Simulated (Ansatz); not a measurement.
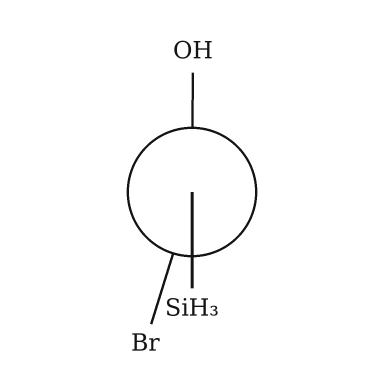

A Newman projection along the O–Ga bond, oxygen in front; angles are drawn as computed, but eclipsed bonds slightly apart. The geometry was computed by an optimisation with PBE0-D4/def2-TZVP.

Which molecule is it?

BrGaH4O2Si, [OH][Ga]([Br])[O][SiH3]

What is the torsion angle from the front SiH3 to the back Br? The sign is positive where the front bond must turn clockwise to cover the back bond.

0°, synperiplanar (eclipsed).
